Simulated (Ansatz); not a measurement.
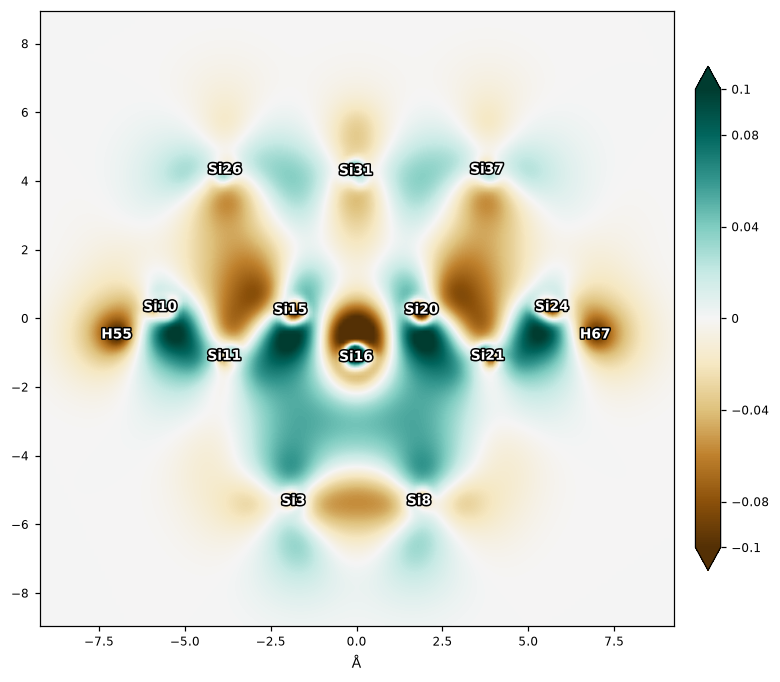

Figure. H$_{46}$Si$_{41}$. The LUMO on the plane of atoms Si16, Si20 and Si21 (values in Å⁻³ᐟ²; the overall sign is arbitrary).

Geometry: PBE-D4/def2-SVP.

Method: RKS PBE0-D4/def2-SVP (Ansatz 0.2.0).

H$_{46}$Si$_{41}$ (Si41H46 off sphere), 87 atoms.

### Where does this orbital lie, and at what energy?

No atom holds more than about 10 % of it (Hirshfeld); by element the shares are Si 85 % and H 15 %. Its energy is −1.93 eV.
